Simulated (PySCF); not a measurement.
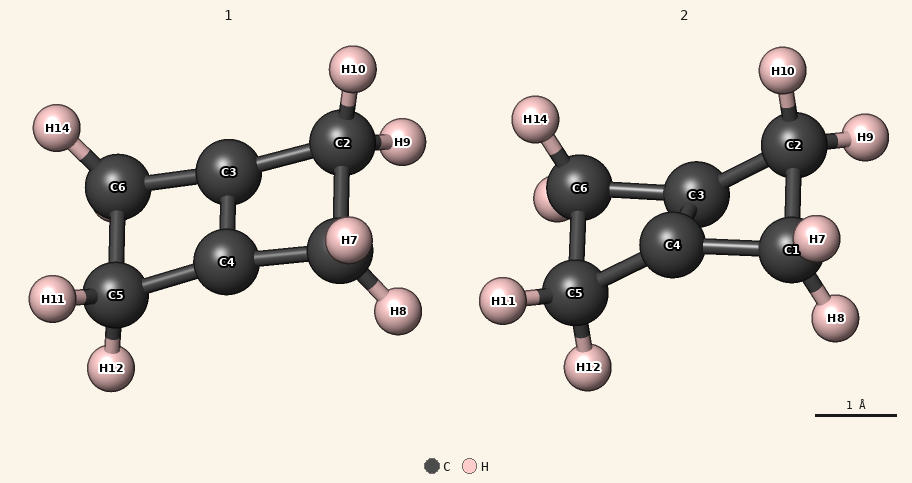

Two geometries of C6H8, drawn at one scale. One is the start of a relaxation, the other its converged end. Style: ball-and-stick. Shown at a tilt.

Computed with PySCF, PBE0-D3(BJ)/def2-SVP geometry optimisation, gas phase. 

Which of the two is the end point?

Answer. Structure 1 is the relaxed one. The start comes from MMFF94s. The atom that moves furthest after the best rigid fit is a C atom (0.41 Å). Largest moves by element: C 0.41 Å, H 0.34 Å. Near-neighbour distances that change, for instance: C–C 1.376 → 1.321 Å, C–C 1.562 → 1.590 Å, C–C 1.502 → 1.521 Å, C–H 1.095 → 1.103 Å. Bond angles that change, for instance: C–C–C 148.9° → 169.3°, C–C–C 88.2° → 95.1°, C–C–C 90.5° → 95.1°. Groups turn about C–C by about 25°, C–C by about 25°. After 17 geometry steps the energy has fallen by 1.778 eV.
